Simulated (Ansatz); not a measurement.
# CH2Zr: the cost of one run

The runs use Ansatz 0.2.0, Gaussian basis; def2-TZVPP, core rule «outside noble gas», up to 5 orbitals frozen.

The runs, in order: UHF; CCSD(T) on ROHF; CCSD(T) on UHF; CCSDT(Q) on ROHF; CCSDT(Q) on UHF.

9 further runs of the same task are left out: 5 for a known fault of the program, 4 set aside as unsound or not needed.

## (1) What is computed

The geometry is a PBE0/def2-TZVP stationary point (not a proven minimum) of the parent state, kept for this charge and spin. No spin-orbit coupling is included. Elements past krypton take def2 core potentials.

4 atoms, charge 1, spin multiplicity 2.

Atoms are counted from 1 here; the program's logs count them from 0.

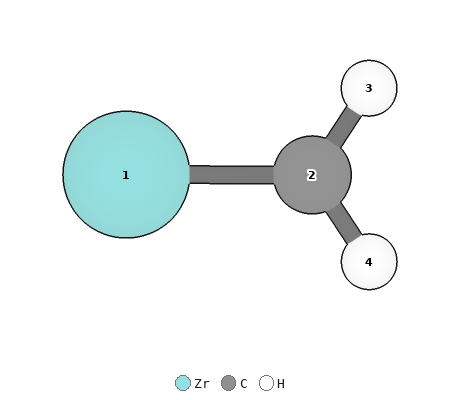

The geometry (zirconium light teal, carbon grey, hydrogen white); atoms are numbered from 1 in the order of the file.

## (2) UHF

The input, in.yaml:

```yaml
crystal:
  periodic: [false, false, false]
  atoms:
    - {symbol: Zr, position_ang: [0.000000, 0.000000, 0.272416]}
    - {symbol: C, position_ang: [0.000000, 0.000000, -1.685685]}
    - {symbol: H, position_ang: [0.000000, 0.916504, -2.284186]}
    - {symbol: H, position_ang: [0.000000, -0.916504, -2.284186]}
basis:
  gaussian: {orbitals: def2-TZVPP}
total_charge: 1
magnetization: {spin_polarized: true, initial_magnetization: 1}
hamiltonian: {xc: hf}
output: {orbitals: {seedname: orbitals}}
```

Run with:

```sh
$ ansatz run in.yaml --threads 1 --pin off --events-out ev --progress --plain --max-ram 4096MiB --backend cpu
```

Q: Estimate wall time and peak memory on 1 thread of AMD EPYC 7R13, shared host.

About 23 s, with a peak of 0.26 GiB.
